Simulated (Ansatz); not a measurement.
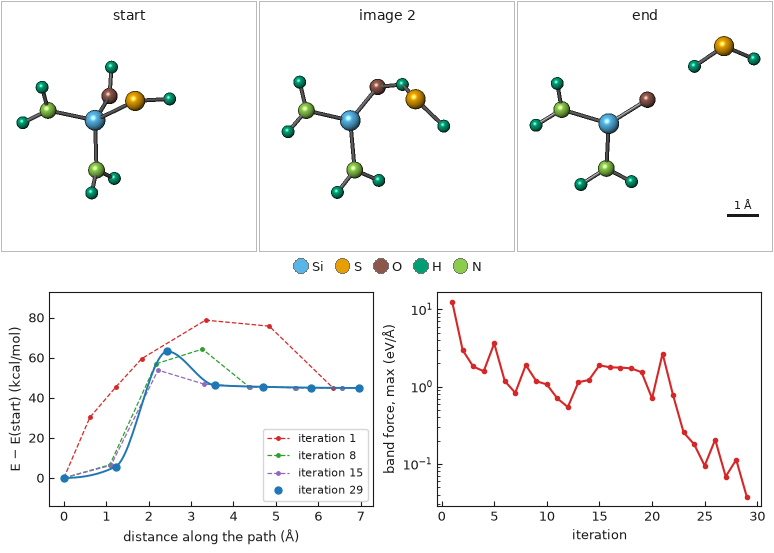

NEB run on SiN$_{2}$H$_{6}$SO. Images are numbered from 0 (start) to 6 (end). The plot follows the band through its iterations. The picture is a ball-and-stick view, seen from a free direction.

The calculation used RHF/6-31G* in Ansatz 0.2.0. Settings: 5 movable images; climbing image; force threshold 0.05 eV/Å; iteration limit 60; starting path through a guess of the saddle point.

How did the profile develop, and is the result final?

Answer. The result is final at these settings. The band converged in 29 iterations. The largest component of the band force went from 13 to 0.038 eV/Å. The climbing image converged on the top of the path. Its vibrational analysis gives one imaginary mode (1729i cm⁻¹), as a transition state must have. The first iteration put the highest image at 78.7 kcal/mol. The highest point, image 2, lies 63.1 kcal/mol above the start and 18.2 kcal/mol above the end; the end is at +44.9 kcal/mol relative to the start.
